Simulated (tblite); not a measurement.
Saddle-point search, with input and output: C2H3F3GeO2

- system: C2H3F3GeO2, SMILES O=C([O][GeH3])C(F)(F)F
- method: GFN2-xTB saddle search (eigenvector following) and harmonic vibrations, gas phase (tblite 0.8.0)

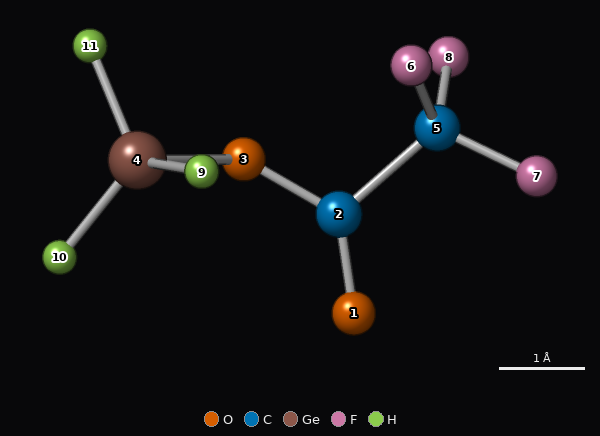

The input geometry (ball-and-stick view, seen at a tilt; atoms are numbered from 1 in the order of the input). Sticks mark near contacts. Bond lengths as drawn: C–C 1.56 Å, C–F 1.33 to 1.35 Å, C–O 1.19 to 1.30 Å, Ge–H 1.49 to 1.50 Å and Ge–O 1.81 Å.

### Input
```
{"job": {"xc": "GFN2-xTB", "basis": "xTB", "kind": "saddle"}, "charge": 0, "multiplicity": 1}
O      0.586460    -1.846558    -0.745409
C      0.552181    -0.670530    -0.564545
O     -0.444005     0.146554    -0.757025
Ge    -1.972079     0.224234     0.203834
C      1.754828     0.134032     0.021014
F      1.292181     0.820883     1.088373
F      2.756945    -0.629781     0.440060
F      2.243259     1.027959    -0.840769
H     -1.568361    -0.133122     1.600526
H     -2.937707    -0.740571    -0.415440
H     -2.263703     1.666898    -0.030619
```

The first line tells a small driver script what to run in tblite; the rest is the geometry in Å.

Launched with:
```bash
OMP_NUM_THREADS=1 python <driver script> task.json out
```

### Output
```
step      E/eV     max force
  0    -818.61567   0.0323
  1    -818.61302   0.0718
  2    -818.61463   0.0287
  3    -818.61322   0.0362
  4    -818.61268   0.1312
  5    -818.61283   0.0198
  6    -818.61268   0.0253
  7    -818.61276   0.0505
  8    -818.61268   0.0197
  9    -818.61274   0.0216
 10    -818.61289   0.0231
 11    -818.61312   0.0178
 12    -818.61360   0.0293
 13    -818.61451   0.0301
 14    -818.61568   0.0166
 15    -818.61734   0.0214
 16    -818.61908   0.0214
 17    -818.62140   0.0485
 18    -818.62005   0.0130
 19    -818.62135   0.0168
 20    -818.62266   0.0193
 21    -818.62396   0.0122
 22    -818.62567   0.0241
 23    -818.62736   0.0271
 24    -818.62899   0.0200
 25    -818.63104   0.0235
 26    -818.63300   0.0158
 27    -818.63510   0.0427
 28    -818.63391   0.0091
 29    -818.63513   0.0147
 30    -818.63620   0.0215
 31    -818.63710   0.0137
 32    -818.63791   0.0360
 33    -818.63752   0.0049
 34    -818.63797   0.0108
 35    -818.63827   0.0155
 36    -818.63844   0.0070
 37    -818.63846   0.0037
lowest wavenumbers (cm-1): -55.0 30.8 72.0 96.0 182.0 213.8
```

### Trajectory as extended XYZ (Å, eV, eV/Å), 12 frames, from step=0 to step=37
```
11
Properties=species:S:1:pos:R:3:forces:R:3 step=0 energy=-818.61567
O     0.5865   -1.8466   -0.7454   -0.0260   0.0090   0.0170
C     0.5522   -0.6705   -0.5645   -0.0060   0.0110   0.0070
O    -0.4440    0.1466   -0.7570    0.0040   0.0310   0.0020
Ge   -1.9721    0.2242    0.2038   -0.0060  -0.0020  -0.0020
C     1.7548    0.1340    0.0210    0.0080  -0.0020   0.0000
F     1.2922    0.8209    1.0884    0.0280  -0.0030   0.0090
F     2.7569   -0.6298    0.4401    0.0060  -0.0130  -0.0140
F     2.2433    1.0280   -0.8408    0.0070  -0.0030  -0.0010
H    -1.5684   -0.1331    1.6005   -0.0040  -0.0020  -0.0010
H    -2.9377   -0.7406   -0.4154    0.0150  -0.0200  -0.0050
H    -2.2637    1.6669   -0.0306   -0.0250  -0.0060  -0.0130
11
Properties=species:S:1:pos:R:3:forces:R:3 step=3 energy=-818.61322
O     0.6002   -1.8448   -0.8055   -0.0110   0.0330   0.0100
C     0.5486   -0.6735   -0.5992   -0.0020  -0.0070   0.0010
O    -0.4518    0.1366   -0.8037    0.0040   0.0140   0.0120
Ge   -1.9458    0.2364    0.2099   -0.0060  -0.0030   0.0000
C     1.7304    0.1265    0.0347    0.0040  -0.0010  -0.0020
F     1.2363    0.7890    1.1052    0.0210  -0.0090  -0.0050
F     2.7262   -0.6401    0.4629    0.0020  -0.0080  -0.0110
F     2.2345    1.0415   -0.7954   -0.0010  -0.0090   0.0090
H    -1.4964   -0.0721    1.6050   -0.0090   0.0090  -0.0090
H    -2.9134   -0.7649   -0.3482    0.0170  -0.0070   0.0020
H    -2.2687    1.6655   -0.0657   -0.0170  -0.0120  -0.0090
11
Properties=species:S:1:pos:R:3:forces:R:3 step=6 energy=-818.61268
O     0.6252   -1.8427   -0.8530   -0.0100   0.0230   0.0030
C     0.5522   -0.6786   -0.6155   -0.0020  -0.0050   0.0000
O    -0.4588    0.1206   -0.8109    0.0050   0.0090   0.0070
Ge   -1.9398    0.2438    0.2168   -0.0030  -0.0010  -0.0010
C     1.7213    0.1223    0.0412    0.0040  -0.0030   0.0000
F     1.2141    0.7770    1.1101    0.0120  -0.0060   0.0030
F     2.7148   -0.6441    0.4751    0.0020  -0.0080  -0.0070
F     2.2316    1.0441   -0.7775    0.0030  -0.0020   0.0040
H    -1.4822   -0.0371    1.6144   -0.0040   0.0100  -0.0010
H    -2.9078   -0.7706   -0.3154    0.0090  -0.0110   0.0020
H    -2.2705    1.6653   -0.0853   -0.0140  -0.0060  -0.0100
11
Properties=species:S:1:pos:R:3:forces:R:3 step=10 energy=-818.61289
O     0.6487   -1.8402   -0.8944   -0.0070   0.0220   0.0000
C     0.5561   -0.6837   -0.6290   -0.0010  -0.0070  -0.0030
O    -0.4651    0.1045   -0.8152    0.0040   0.0050   0.0040
Ge   -1.9357    0.2502    0.2229   -0.0020   0.0000   0.0000
C     1.7141    0.1186    0.0466    0.0020  -0.0030   0.0000
F     1.1961    0.7658    1.1151    0.0070  -0.0060   0.0030
F     2.7066   -0.6470    0.4840    0.0010  -0.0060  -0.0040
F     2.2281    1.0471   -0.7624    0.0020  -0.0010   0.0050
H    -1.4727   -0.0064    1.6232   -0.0020   0.0120   0.0000
H    -2.9049   -0.7742   -0.2878    0.0070  -0.0090   0.0050
H    -2.2713    1.6654   -0.1030   -0.0110  -0.0050  -0.0090
11
Properties=species:S:1:pos:R:3:forces:R:3 step=13 energy=-818.61451
O     0.6799   -1.8340   -0.9528   -0.0020   0.0300  -0.0020
C     0.5611   -0.6895   -0.6485    0.0000  -0.0160  -0.0070
O    -0.4739    0.0832   -0.8218    0.0030  -0.0020   0.0020
Ge   -1.9292    0.2597    0.2310   -0.0020   0.0020   0.0020
C     1.7037    0.1123    0.0546    0.0000  -0.0030   0.0000
F     1.1715    0.7462    1.1242    0.0010  -0.0060   0.0010
F     2.6951   -0.6533    0.4945   -0.0010  -0.0040  -0.0010
F     2.2225    1.0523   -0.7385    0.0000  -0.0020   0.0070
H    -1.4574    0.0417    1.6349    0.0000   0.0130  -0.0010
H    -2.8976   -0.7820   -0.2463    0.0060  -0.0050   0.0080
H    -2.2756    1.6635   -0.1313   -0.0060  -0.0060  -0.0080
11
Properties=species:S:1:pos:R:3:forces:R:3 step=16 energy=-818.61908
O     0.6901   -1.8078   -1.0261   -0.0010   0.0210  -0.0040
C     0.5624   -0.6793   -0.6703    0.0010  -0.0100  -0.0070
O    -0.4765    0.0934   -0.8161    0.0020  -0.0020   0.0010
Ge   -1.9292    0.2691    0.2375   -0.0020   0.0020   0.0020
C     1.7022    0.0979    0.0653    0.0010  -0.0030   0.0000
F     1.1677    0.7086    1.1467    0.0000  -0.0060   0.0020
F     2.6855   -0.6854    0.4924   -0.0020  -0.0030  -0.0020
F     2.2329    1.0541   -0.7004    0.0000  -0.0020   0.0070
H    -1.4481    0.1330    1.6488   -0.0010   0.0130  -0.0020
H    -2.8648   -0.8250   -0.1863    0.0080  -0.0030   0.0090
H    -2.3221    1.6414   -0.1915   -0.0050  -0.0080  -0.0070
11
Properties=species:S:1:pos:R:3:forces:R:3 step=20 energy=-818.62266
O     0.6925   -1.7838   -1.0795   -0.0010   0.0190  -0.0030
C     0.5624   -0.6679   -0.6867    0.0010  -0.0090  -0.0060
O    -0.4773    0.1075   -0.8116    0.0030  -0.0020   0.0000
Ge   -1.9296    0.2754    0.2421   -0.0030   0.0030   0.0020
C     1.7022    0.0862    0.0730    0.0010  -0.0030   0.0000
F     1.1672    0.6803    1.1631    0.0000  -0.0070   0.0020
F     2.6764   -0.7136    0.4903   -0.0020  -0.0030  -0.0020
F     2.2455    1.0526   -0.6709    0.0000  -0.0020   0.0070
H    -1.4428    0.2052    1.6563   -0.0010   0.0130  -0.0040
H    -2.8335   -0.8606   -0.1391    0.0080  -0.0010   0.0090
H    -2.3630    1.6186   -0.2369   -0.0050  -0.0100  -0.0060
11
Properties=species:S:1:pos:R:3:forces:R:3 step=23 energy=-818.62736
O     0.6913   -1.7484   -1.1474   -0.0020   0.0270   0.0020
C     0.5614   -0.6499   -0.7079    0.0010  -0.0130  -0.0080
O    -0.4770    0.1309   -0.8060    0.0040  -0.0040   0.0000
Ge   -1.9298    0.2840    0.2473   -0.0060   0.0040   0.0030
C     1.7028    0.0694    0.0830    0.0020  -0.0030   0.0000
F     1.1683    0.6383    1.1865    0.0000  -0.0080   0.0000
F     2.6646   -0.7541    0.4834   -0.0040   0.0000  -0.0040
F     2.2630    1.0502   -0.6291   -0.0020  -0.0050   0.0090
H    -1.4388    0.3070    1.6621   -0.0040   0.0110  -0.0100
H    -2.7839   -0.9086   -0.0736    0.0120   0.0050   0.0100
H    -2.4219    1.5812   -0.2983   -0.0020  -0.0160  -0.0020
11
Properties=species:S:1:pos:R:3:forces:R:3 step=26 energy=-818.63300
O     0.6695   -1.7015   -1.2139   -0.0020   0.0140   0.0020
C     0.5567   -0.6204   -0.7289   -0.0010  -0.0030  -0.0030
O    -0.4698    0.1794   -0.7975    0.0050  -0.0030   0.0000
Ge   -1.9304    0.2958    0.2486   -0.0070   0.0030   0.0010
C     1.7069    0.0447    0.0948    0.0020   0.0000   0.0020
F     1.1798    0.5658    1.2250    0.0020  -0.0090  -0.0040
F     2.6575   -0.8103    0.4542   -0.0040   0.0030  -0.0060
F     2.2805    1.0517   -0.5685   -0.0030  -0.0060   0.0080
H    -1.4434    0.4496    1.6569   -0.0040   0.0080  -0.0100
H    -2.6987   -0.9720    0.0103    0.0110   0.0080   0.0080
H    -2.5087    1.5172   -0.3811    0.0010  -0.0150   0.0010
11
Properties=species:S:1:pos:R:3:forces:R:3 step=30 energy=-818.63620
O     0.6399   -1.6733   -1.2414   -0.0010   0.0100   0.0030
C     0.5508   -0.5983   -0.7386   -0.0030   0.0000  -0.0010
O    -0.4598    0.2232   -0.7928    0.0060  -0.0040   0.0000
Ge   -1.9289    0.3060    0.2448   -0.0070   0.0020   0.0020
C     1.7106    0.0257    0.1022    0.0060   0.0040   0.0080
F     1.1919    0.4961    1.2588    0.0080  -0.0120  -0.0160
F     2.6613   -0.8471    0.4155   -0.0100   0.0120  -0.0060
F     2.2819    1.0608   -0.5186   -0.0060  -0.0130   0.0130
H    -1.4515    0.5555    1.6430   -0.0050   0.0040  -0.0110
H    -2.6246   -1.0124    0.0675    0.0100   0.0110   0.0050
H    -2.5716    1.4637   -0.4406    0.0030  -0.0140   0.0040
11
Properties=species:S:1:pos:R:3:forces:R:3 step=33 energy=-818.63752
O     0.6166   -1.6648   -1.2418   -0.0010   0.0030   0.0000
C     0.5464   -0.5881   -0.7395   -0.0010   0.0000  -0.0010
O    -0.4516    0.2490   -0.7905    0.0010   0.0000   0.0000
Ge   -1.9274    0.3130    0.2395   -0.0010   0.0010   0.0000
C     1.7132    0.0152    0.1053    0.0010   0.0000   0.0020
F     1.2016    0.4440    1.2810    0.0020  -0.0040  -0.0020
F     2.6725   -0.8602    0.3810   -0.0020   0.0020  -0.0020
F     2.2712    1.0737   -0.4863   -0.0020  -0.0020   0.0040
H    -1.4582    0.6130    1.6300   -0.0010   0.0030  -0.0020
H    -2.5821   -1.0288    0.0951    0.0040   0.0010   0.0020
H    -2.6024    1.4341   -0.4738   -0.0010  -0.0030  -0.0010
11
Properties=species:S:1:pos:R:3:forces:R:3 step=37 energy=-818.63846
O     0.5786   -1.6469   -1.2474    0.0000   0.0020   0.0010
C     0.5390   -0.5693   -0.7437   -0.0010  -0.0010   0.0000
O    -0.4383    0.2927   -0.7891    0.0010  -0.0010   0.0000
Ge   -1.9229    0.3247    0.2317   -0.0010   0.0000   0.0000
C     1.7155   -0.0028    0.1108    0.0010   0.0010   0.0010
F     1.2131    0.3584    1.3135    0.0010  -0.0010  -0.0030
F     2.6848   -0.8831    0.3282   -0.0020   0.0030  -0.0010
F     2.2572    1.0908   -0.4293   -0.0010  -0.0030   0.0020
H    -1.4681    0.7115    1.6056   -0.0010   0.0000  -0.0020
H    -2.5040   -1.0548    0.1463    0.0010   0.0020   0.0000
H    -2.6551    1.3789   -0.5265    0.0010  -0.0020   0.0010
```

### Summary

```csv
quantity,value
outcome,converged
total energy,−818.6385 eV
point group,C1
hardware,"1 CPU thread, shared host"
wall time,5.7 s
peak memory,0.19 GiB
```
